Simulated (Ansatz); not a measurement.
**ClF₂HSi + NH₃: a complex and its separated parts**

The complex below is one end of an elementary step. How strongly is it bound against its free parts?

Method: PBE0-D4/def2-TZVP structures, single points in def2-TZVPP, no counterpoise correction; program: Ansatz 0.2.0, Gaussian basis.

Levels: SPW92, PBE-D4, BLYP-D4, r2SCAN-D4, B97M-V, PBE0-D4, B3LYP-D4, r2SCAN0-D4, BHLYP-D4, CAM-B3LYP-D4, wB97X-V, wB97M-V, B2PLYP, PBE-QIDH, RPA on PBE, Hartree-Fock, MP2, CCSD, CCSD(T).

Cores are frozen in the correlated methods. B3LYP uses VWN-RPA correlation. B2PLYP carries no dispersion term here.

94 further runs of the same task are left out: 94 set aside as unsound or not needed. Runs told in other sessions of the task aren't counted.

## 1. The starting structure

The complex: 9 atoms, charge 0, spin multiplicity 1.

Atoms are counted from 1 here; the program's logs count them from 0.

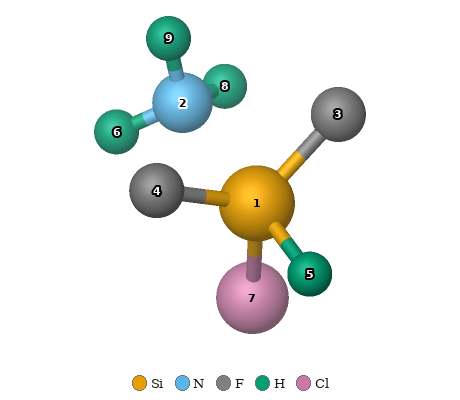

The starting geometry (silicon amber, nitrogen blue, fluorine grey, hydrogen teal, chlorine pink); atoms are numbered from 1 in the order of the file.

Coordinates:

```xyz
9
charge 0, multiplicity 1
Si   -0.9450   -0.0881   -0.0638
N     1.1269   -0.0073    0.0612
F    -0.6058   -0.6912   -1.5212
F    -0.7570   -1.0523    1.2159
H    -2.4182   -0.1640   -0.1552
H     1.4153    0.3728    0.9561
Cl   -0.8359    1.9898    0.2167
H     1.5051    0.5808   -0.6733
H     1.5147   -0.9404   -0.0364
```

Its parts: ClF₂HSi holds atoms 1, 3, 4, 5, 7; NH₃ holds atoms 2, 6, 8, 9. Each part counts its atoms afresh in its own runs.

## 2. Relaxing ClF₂HSi alone

Contents of relax-a/in.yaml:

```yaml
crystal:
  periodic: [false, false, false]
  atoms:
    - {symbol: Si, position_ang: [-0.945038, -0.088146, -0.063785]}
    - {symbol: F, position_ang: [-0.605753, -0.691249, -1.521161]}
    - {symbol: F, position_ang: [-0.756998, -1.052335, 1.215938]}
    - {symbol: H, position_ang: [-2.418177, -0.163990, -0.155248]}
    - {symbol: Cl, position_ang: [-0.835894, 1.989812, 0.216661]}
basis:
  gaussian: {orbitals: def2-TZVP}
hamiltonian: {xc: pbe0, dispersion: d4}
relax: {f_tol: 0.005, max_steps: 200}
```

The run is started by

```bash
ansatz run in.yaml --threads 4 --pin off --events-out ev --progress --plain --max-ram 9574MiB
```

The program printed (excerpt; [...] marks lines left out):

```text
Functional definition: PBE0
  name "PBE0"
  cite "Adamo & Barone, J. Chem. Phys. 110, 6158 (1999) doi:10.1063/1.478522"
  cite "Perdew, Burke & Ernzerhof, Phys. Rev. Lett. 77, 3865 (1996) doi:10.1103/PhysRevLett.77.3865"
  parent pbe
[...]
892 factors; their error is unknown
[...]
mean field -25844.93345095 eV, -949.7837859974 hartree, gradient 7.3e-5 eV, S^2 0.000000; 0 other end points of the search recorded, 0 dependent functions left out
[...]
reference -25844.93347415 eV, -949.7837868498 hartree; 25, 25 occupied and 117, 117 virtual orbitals, 892 factors
[...]
reference -25845.91054468 eV, -949.8196935296 hartree; 25, 25 occupied and 117, 117 virtual orbitals, 892 factors
Total energy: -25845.99799497 eV, -949.8229072683 hartree
Atom 0 at    -1.171579    -0.078738    -0.075029 Å, force    -0.001687    -0.001594    -0.000304 eV/Å
Atom 1 at    -0.477478    -0.600322    -1.391322 Å, force     0.000577     0.000329    -0.000435 eV/Å
Atom 2 at    -0.616812    -0.932941     1.128724 Å, force     0.000521     0.000197     0.000565 eV/Å
Atom 3 at    -2.622524    -0.250203    -0.177884 Å, force     0.000013     0.000264     0.000036 eV/Å
Atom 4 at    -0.673467     1.856296     0.207915 Å, force     0.000575     0.000805     0.000138 eV/Å
Dipole moment:    -0.240412     0.055456    -0.005973 e Å
```

Wall time 7.5 s (4 threads of Arm Neoverse V2, shared host).

Step by step:

```tsv
step	energy from step 1 (eV)	largest force component (eV/Å)
1	0.0000	3.7355
2	-0.7720	1.8125
3	-0.9035	1.3108
4	-0.9777	0.1047
5	-0.9791	0.0202
6	-0.9792	0.0139
7	-0.9792	0.0017
```

Distances of close pairs at the start and the end, largest changes first:

```tsv
bond	before (Å)	after (Å)	change (Å)
Si1–Cl5	2.100	2.018	-0.082
Si1–F2	1.613	1.577	-0.036
Si1–F3	1.613	1.577	-0.036
Si1–H4	1.478	1.465	-0.013
```

## 3. Relaxing NH₃ alone

Contents of relax-b/in.yaml:

```yaml
crystal:
  periodic: [false, false, false]
  atoms:
    - {symbol: N, position_ang: [1.126899, -0.007336, 0.061239]}
    - {symbol: H, position_ang: [1.415280, 0.372843, 0.956060]}
    - {symbol: H, position_ang: [1.505145, 0.580761, -0.673257]}
    - {symbol: H, position_ang: [1.514735, -0.940361, -0.036446]}
basis:
  gaussian: {orbitals: def2-TZVP}
hamiltonian: {xc: pbe0, dispersion: d4}
relax: {f_tol: 0.005, max_steps: 200}
```

The run is started by

```bash
ansatz run in.yaml --threads 4 --pin off --events-out ev --progress --plain --max-ram 9574MiB
```

The program printed (excerpt; [...] marks lines left out):

```text
[... 5 set-up lines as earlier in the session ...]
[...]
287 factors; their error is unknown
[...]
mean field -1537.79515497 eV, -56.5129295901 hartree, gradient 5.8e-5 eV, S^2 0.000000; 0 other end points of the search recorded, 0 dependent functions left out
[...]
Total energy: -1537.80844320 eV, -56.5134179235 hartree
Atom 0 at     1.109462    -0.007291     0.060279 Å, force    -0.000168     0.000164     0.000016 eV/Å
Atom 1 at     1.421697     0.367638     0.947578 Å, force     0.000182    -0.000714    -0.002190 eV/Å
Atom 2 at     1.510675     0.573516    -0.665705 Å, force    -0.000044    -0.001236     0.001942 eV/Å
Atom 3 at     1.520225    -0.927956    -0.034555 Å, force     0.000030     0.001785     0.000231 eV/Å
Dipole moment:     0.351694     0.010974     0.020798 e Å
```

Wall time 0.6 s (4 threads of Arm Neoverse V2, shared host).

The steps of the relaxation:

```tsv
step	energy from step 1 (eV)	largest force component (eV/Å)
1	0.0000	0.2237
2	-0.0032	0.1182
3	-0.0036	0.1336
4	-0.0042	0.0022
```

Distances of close pairs at the start and the end, largest changes first:

```tsv
bond	before (Å)	after (Å)	change (Å)
N1–H4	1.015	1.013	-0.003
N1–H3	1.014	1.013	-0.002
N1–H2	1.014	1.013	-0.002
```

## 4. SPW92/def2-TZVPP

Contents of parta/in.yaml:

```yaml
crystal:
  periodic: [false, false, false]
  atoms:
    - {symbol: Si, position_ang: [-1.171579, -0.078738, -0.075029]}
    - {symbol: F, position_ang: [-0.477478, -0.600322, -1.391322]}
    - {symbol: F, position_ang: [-0.616812, -0.932941, 1.128724]}
    - {symbol: H, position_ang: [-2.622524, -0.250203, -0.177884]}
    - {symbol: Cl, position_ang: [-0.673467, 1.856296, 0.207915]}
basis:
  gaussian: {orbitals: def2-TZVPP}
hamiltonian: {xc: lda}
```

Contents of partb/in.yaml:

```yaml
crystal:
  periodic: [false, false, false]
  atoms:
    - {symbol: N, position_ang: [1.109462, -0.007291, 0.060279]}
    - {symbol: H, position_ang: [1.421697, 0.367638, 0.947578]}
    - {symbol: H, position_ang: [1.510675, 0.573516, -0.665705]}
    - {symbol: H, position_ang: [1.520225, -0.927956, -0.034555]}
basis:
  gaussian: {orbitals: def2-TZVPP}
hamiltonian: {xc: lda}
```

The same command starts each run, in its folder.

The run is started by

```bash
ansatz run in.yaml --threads 4 --pin off --events-out ev --progress --plain --max-ram 9574MiB
```

Output in parta (excerpt; [...] marks lines left out):

```text
Functional definition: SPW92
  name "SPW92"
  cite "Dirac, Proc. Camb. Phil. Soc. 26, 376 (1930) doi:10.1017/S0305004100016108"
  cite "Slater, Phys. Rev. 81, 385 (1951) doi:10.1103/PhysRev.81.385"
  cite "Perdew & Wang, Phys. Rev. B 45, 13244 (1992) doi:10.1103/PhysRevB.45.13244"
[...]
953 factors; their error is unknown
[...]
mean field -25752.02756940 eV, -946.3695578241 hartree, gradient 4.5e-5 eV, S^2 0.000000; 0 other end points of the search recorded, 0 dependent functions left out
reference -25752.02759896 eV, -946.3695589104 hartree; 25, 25 occupied and 135, 135 virtual orbitals, 953 factors
Total energy: -25752.02759896 eV, -946.3695589104 hartree
```

Output in partb (excerpt; [...] marks lines left out):

```text
[... 5 set-up lines as earlier in the session ...]
[...]
332 factors; their error is unknown
[...]
mean field -1526.58943871 eV, -56.1011271130 hartree, gradient 8.6e-5 eV, S^2 0.000000; 0 other end points of the search recorded, 0 dependent functions left out
reference -1526.58945811 eV, -56.1011278261 hartree; 5, 5 occupied and 68, 68 virtual orbitals, 332 factors
Total energy: -1526.58945811 eV, -56.1011278261 hartree
```

Times: 0.4 s (parta), 0.1 s (partb) on 4 threads of Arm Neoverse V2, shared host.

## 5. PBE-D4/def2-TZVPP

The same edit goes into each in.yaml of step 4 (parta, partb):

```diff
-hamiltonian: {xc: lda}
+hamiltonian: {xc: pbe, dispersion: d4}
```

One command serves all of them, each in its own folder.

The run is started by

```bash
ansatz run in.yaml --threads 4 --pin off --events-out ev --progress --plain --max-ram 9574MiB
```

parta printed (excerpt; [...] marks lines left out):

```text
Functional definition: PBE
  name "PBE"
[... 2 set-up lines as earlier in the session ...]
[...]
953 factors; their error is unknown
[...]
mean field -25844.12041282 eV, -949.7539073972 hartree, gradient 8.7e-5 eV, S^2 0.000000; 0 other end points of the search recorded, 0 dependent functions left out
reference -25844.12044469 eV, -949.7539085683 hartree; 25, 25 occupied and 135, 135 virtual orbitals, 953 factors
Total energy: -25844.22541384 eV, -949.7577661135 hartree
```

partb printed (excerpt; [...] marks lines left out):

```text
[... 4 set-up lines as earlier in the session ...]
[...]
332 factors; their error is unknown
[...]
mean field -1537.73153911 eV, -56.5105917502 hartree, gradient 5.8e-5 eV, S^2 0.000000; 0 other end points of the search recorded, 0 dependent functions left out
reference -1537.73155945 eV, -56.5105924981 hartree; 5, 5 occupied and 68, 68 virtual orbitals, 332 factors
Total energy: -1537.74293733 eV, -56.5110106273 hartree
```

Wall times: 0.65 s (parta), 0.15 s (partb) on 4 threads of Arm Neoverse V2, shared host.

## 6. BLYP-D4/def2-TZVPP

The same edit goes into each in.yaml of step 5 (parta, partb):

```diff
-hamiltonian: {xc: pbe, dispersion: d4}
+hamiltonian: {xc: {name: BLYP}, dispersion: d4}
```

One command serves all of them, each in its own folder.

The run is started by

```bash
ansatz run in.yaml --threads 4 --pin off --events-out ev --progress --plain --max-ram 9574MiB
```

Log of parta (excerpt; [...] marks lines left out):

```text
Functional definition: BLYP
  name "BLYP"
  cite "Becke, Phys. Rev. A 38, 3098 (1988) doi:10.1103/PhysRevA.38.3098"
  cite "Lee, Yang & Parr, Phys. Rev. B 37, 785 (1988) doi:10.1103/PhysRevB.37.785"
[...]
953 factors; their error is unknown
[...]
mean field -25858.00116270 eV, -950.2640155465 hartree, gradient 5.7e-5 eV, S^2 0.000000; 0 other end points of the search recorded, 0 dependent functions left out
reference -25858.00145356 eV, -950.2640262355 hartree; 25, 25 occupied and 135, 135 virtual orbitals, 953 factors
Total energy: -25858.23668948 eV, -950.2726709962 hartree
```

Output in partb (excerpt; [...] marks lines left out):

```text
[... 4 set-up lines as earlier in the session ...]
[...]
332 factors; their error is unknown
[...]
mean field -1539.10793935 eV, -56.5611735263 hartree, gradient 5.3e-5 eV, S^2 0.000000; 0 other end points of the search recorded, 0 dependent functions left out
reference -1539.10812494 eV, -56.5611803465 hartree; 5, 5 occupied and 68, 68 virtual orbitals, 332 factors
Total energy: -1539.13557409 eV, -56.5621890843 hartree
```

Times: 0.65 s (parta), 0.15 s (partb) on 4 threads of Arm Neoverse V2, shared host.

## 7. r2SCAN-D4/def2-TZVPP

The same edit goes into each in.yaml of step 6 (parta, partb):

```diff
-hamiltonian: {xc: {name: BLYP}, dispersion: d4}
+hamiltonian: {xc: r2scan, dispersion: d4}
```

One command serves all of them, each in its own folder.

The run is started by

```bash
ansatz run in.yaml --threads 4 --pin off --events-out ev --progress --plain --max-ram 9574MiB
```

Output in parta (excerpt; [...] marks lines left out):

```text
Functional definition: r2SCAN
  name "r2SCAN"
  cite "Furness, Kaplan, Ning, Perdew & Sun, J. Phys. Chem. Lett. 11, 8208 (2020) doi:10.1021/acs.jpclett.0c02405"
  cite "Furness, Kaplan, Ning, Perdew & Sun, J. Phys. Chem. Lett. 11, 9248 (2020) doi:10.1021/acs.jpclett.0c03077"
  parent r2scan
[...]
953 factors; their error is unknown
[...]
mean field -25854.89885293 eV, -950.1500077652 hartree, gradient 5.9e-5 eV, S^2 0.000000; 0 other end points of the search recorded, 0 dependent functions left out
reference -25854.89886123 eV, -950.1500080703 hartree; 25, 25 occupied and 135, 135 virtual orbitals, 953 factors
Total energy: -25854.92177243 eV, -950.1508500414 hartree
```

partb printed (excerpt; [...] marks lines left out):

```text
[... 5 set-up lines as earlier in the session ...]
[...]
332 factors; their error is unknown
[...]
mean field -1538.76467632 eV, -56.5485588428 hartree, gradient 2.9e-5 eV, S^2 0.000000; 0 other end points of the search recorded, 0 dependent functions left out
reference -1538.76468278 eV, -56.5485590800 hartree; 5, 5 occupied and 68, 68 virtual orbitals, 332 factors
Total energy: -1538.76739572 eV, -56.5486587787 hartree
```

Wall times: 1.5 s (parta), 0.4 s (partb) on 4 threads of Arm Neoverse V2, shared host.

## 8. B97M-V/def2-TZVPP

Each input of step 7 (parta, partb) changes in the same lines:

```diff
-hamiltonian: {xc: r2scan, dispersion: d4}
+hamiltonian: {xc: {name: B97M-V}}
```

The same command starts each run, in its folder.

The run is started by

```bash
ansatz run in.yaml --threads 4 --pin off --events-out ev --progress --plain --max-ram 9574MiB
```

Log of parta (excerpt; [...] marks lines left out):

```text
Functional definition: B97M-V
  name "B97M-V"
  cite "Mardirossian & Head-Gordon, J. Chem. Phys. 142, 074111 (2015) doi:10.1063/1.4907719"
  cite "Becke, J. Chem. Phys. 107, 8554 (1997) doi:10.1063/1.475007"
  cite "Vydrov & Van Voorhis, J. Chem. Phys. 133, 244103 (2010) doi:10.1063/1.3521275"
  # Of w^i u^j: cxij and so on, Table III.
[...]
  gx(w, u) = cx00 + cx01*u + cx02*u^2 + (cx10 + cx11*u)*w
[...]
  gos(w, u) = cos00 + cos01*u + cos03*u^3 + cos10*w + cos32*w^3*u^2
[...]
      + integral(e_c_pw_mod_opposite_spin*gos(b97_w_opposite, b97_u_opposite)) + vv10(b, c)
953 factors; their error is unknown
[...]
mean field -25851.36813390 eV, -950.0202562343 hartree, gradient 7.1e-5 eV, S^2 0.000000; 0 other end points of the search recorded, 0 dependent functions left out
reference -25851.36817836 eV, -950.0202578682 hartree; 25, 25 occupied and 135, 135 virtual orbitals, 953 factors
Total energy: -25851.36817836 eV, -950.0202578682 hartree
```

Log of partb (excerpt; [...] marks lines left out):

```text
[... 5 set-up lines as earlier in the session ...]
  # Of w^i u^j: cxij and so on, Table III.
[...]
  gx(w, u) = cx00 + cx01*u + cx02*u^2 + (cx10 + cx11*u)*w
[...]
  gos(w, u) = cos00 + cos01*u + cos03*u^3 + cos10*w + cos32*w^3*u^2
[...]
      + integral(e_c_pw_mod_opposite_spin*gos(b97_w_opposite, b97_u_opposite)) + vv10(b, c)
332 factors; their error is unknown
[...]
mean field -1539.38735779 eV, -56.5714419644 hartree, gradient 4.5e-5 eV, S^2 0.000000; 0 other end points of the search recorded, 0 dependent functions left out
reference -1539.38739061 eV, -56.5714431706 hartree; 5, 5 occupied and 68, 68 virtual orbitals, 332 factors
Total energy: -1539.38739061 eV, -56.5714431706 hartree
```

Times: 2.6 s (parta), 0.45 s (partb) on 4 threads of Arm Neoverse V2, shared host.

## 9. PBE0-D4/def2-TZVPP

Each input of step 8 (parta, partb) changes in the same lines:

```diff
-hamiltonian: {xc: {name: B97M-V}}
+hamiltonian: {xc: pbe0, dispersion: d4}
+output: {orbitals: {seedname: orbitals}}
```

One command serves all of them, each in its own folder.

The run is started by

```bash
ansatz run in.yaml --threads 4 --pin off --events-out ev --progress --plain --max-ram 9574MiB
```

Log of parta (excerpt; [...] marks lines left out):

```text
[... 5 set-up lines as earlier in the session ...]
[...]
987 factors; their error is unknown
[...]
mean field -25845.92065221 eV, -949.8200649744 hartree, gradient 4.5e-5 eV, S^2 0.000000; 0 other end points of the search recorded, 0 dependent functions left out
reference -25845.92067539 eV, -949.8200658264 hartree; 25, 25 occupied and 135, 135 virtual orbitals, 987 factors
Total energy: -25846.00812568 eV, -949.8232795652 hartree
```

Log of partb (excerpt; [...] marks lines left out):

```text
[... 5 set-up lines as earlier in the session ...]
[...]
332 factors; their error is unknown
[...]
mean field -1537.87182681 eV, -56.5157472282 hartree, gradient 6.6e-6 eV, S^2 0.000000; 0 other end points of the search recorded, 0 dependent functions left out
reference -1537.87184272 eV, -56.5157478131 hartree; 5, 5 occupied and 68, 68 virtual orbitals, 332 factors
Total energy: -1537.88095844 eV, -56.5160828093 hartree
```

Times: 0.85 s (parta), 0.15 s (partb) on 4 threads of Arm Neoverse V2, shared host.

## 10. B3LYP-D4/def2-TZVPP

The same edit goes into each in.yaml of step 9 (parta, partb):

```diff
-hamiltonian: {xc: pbe0, dispersion: d4}
-output: {orbitals: {seedname: orbitals}}
+hamiltonian: {xc: {name: B3LYP}, dispersion: d4}
```

The same command starts each run, in its folder.

The run is started by

```bash
ansatz run in.yaml --threads 4 --pin off --events-out ev --progress --plain --max-ram 9574MiB
```

Output in parta (excerpt; [...] marks lines left out):

```text
Functional definition: B3LYP
  name "B3LYP"
  cite "Stephens, Devlin, Chabalowski & Frisch, J. Phys. Chem. 98, 11623 (1994) doi:10.1021/j100096a001"
[... 2 set-up lines as earlier in the session ...]
  cite "Vosko, Wilk & Nusair, Can. J. Phys. 58, 1200 (1980) doi:10.1139/p80-159"
[...]
975 factors; their error is unknown
[...]
mean field -25859.51068292 eV, -950.3194893913 hartree, gradient 5.1e-5 eV, S^2 0.000000; 0 other end points of the search recorded, 0 dependent functions left out
reference -25859.51089736 eV, -950.3194972719 hartree; 25, 25 occupied and 135, 135 virtual orbitals, 975 factors
Total energy: -25859.68342431 eV, -950.3258375203 hartree
```

Log of partb (excerpt; [...] marks lines left out):

```text
[... 6 set-up lines as earlier in the session ...]
[...]
332 factors; their error is unknown
[...]
mean field -1539.85469794 eV, -56.5886163984 hartree, gradient 2.4e-5 eV, S^2 0.000000; 0 other end points of the search recorded, 0 dependent functions left out
reference -1539.85483757 eV, -56.5886215296 hartree; 5, 5 occupied and 68, 68 virtual orbitals, 332 factors
Total energy: -1539.87289829 eV, -56.5892852490 hartree
```

They took 0.95 s (parta), 0.2 s (partb) on 4 threads of Arm Neoverse V2, shared host.

## 11. r2SCAN0-D4/def2-TZVPP

Each input of step 10 (parta, partb) changes in the same lines:

```diff
-hamiltonian: {xc: {name: B3LYP}, dispersion: d4}
+hamiltonian: {xc: {name: r2SCAN0}, dispersion: d4}
```

Each run has its own folder and the same command.

The run is started by

```bash
ansatz run in.yaml --threads 4 --pin off --events-out ev --progress --plain --max-ram 9574MiB
```

Output in parta (excerpt; [...] marks lines left out):

```text
Functional definition: r2SCAN0
  name "r2SCAN0"
  cite "Bursch, Neugebauer, Ehlert & Grimme, J. Chem. Phys. 156, 134105 (2022) doi:10.1063/5.0086040"
[... 3 set-up lines as earlier in the session ...]
[...]
987 factors; their error is unknown
[...]
mean field -25853.99972476 eV, -950.1169654145 hartree, gradient 4.9e-5 eV, S^2 0.000000; 0 other end points of the search recorded, 0 dependent functions left out
reference -25853.99973124 eV, -950.1169656526 hartree; 25, 25 occupied and 135, 135 virtual orbitals, 987 factors
Total energy: -25854.02727327 eV, -950.1179778036 hartree
```

Log of partb (excerpt; [...] marks lines left out):

```text
[... 6 set-up lines as earlier in the session ...]
[...]
332 factors; their error is unknown
[...]
mean field -1538.56920819 eV, -56.5413755212 hartree, gradient 4.4e-5 eV, S^2 0.000000; 0 other end points of the search recorded, 0 dependent functions left out
reference -1538.56921327 eV, -56.5413757082 hartree; 5, 5 occupied and 68, 68 virtual orbitals, 332 factors
Total energy: -1538.57221458 eV, -56.5414860040 hartree
```

Wall times: 1.7 s (parta), 0.4 s (partb) on 4 threads of Arm Neoverse V2, shared host.

## 12. BHLYP-D4/def2-TZVPP

Each input of step 11 (parta, partb) changes in the same lines:

```diff
-hamiltonian: {xc: {name: r2SCAN0}, dispersion: d4}
+hamiltonian: {xc: {name: BHLYP}, dispersion: d4}
```

The same command starts each run, in its folder.

The run is started by

```bash
ansatz run in.yaml --threads 4 --pin off --events-out ev --progress --plain --max-ram 9574MiB
```

parta printed (excerpt; [...] marks lines left out):

```text
Functional definition: BHLYP
  name "BHLYP"
  cite "Becke, J. Chem. Phys. 98, 1372 (1993) doi:10.1063/1.464304"
[... 2 set-up lines as earlier in the session ...]
[...]
1063 factors; their error is unknown
[...]
mean field -25856.77979610 eV, -950.2191311517 hartree, gradient 8.1e-5 eV, S^2 0.000000; 0 other end points of the search recorded, 0 dependent functions left out
reference -25856.77994025 eV, -950.2191364494 hartree; 25, 25 occupied and 135, 135 virtual orbitals, 1063 factors
Total energy: -25856.91679680 eV, -950.2241658348 hartree
```

partb printed (excerpt; [...] marks lines left out):

```text
[... 5 set-up lines as earlier in the session ...]
[...]
346 factors; their error is unknown
[...]
mean field -1538.73559712 eV, -56.5474902018 hartree, gradient 7.6e-5 eV, S^2 0.000000; 0 other end points of the search recorded, 0 dependent functions left out
reference -1538.73569378 eV, -56.5474937538 hartree; 5, 5 occupied and 68, 68 virtual orbitals, 346 factors
Total energy: -1538.74639387 eV, -56.5478869751 hartree
```

Wall times: 0.9 s (parta), 0.15 s (partb) on 4 threads of Arm Neoverse V2, shared host.

(Part 1 of 2 ends here.)
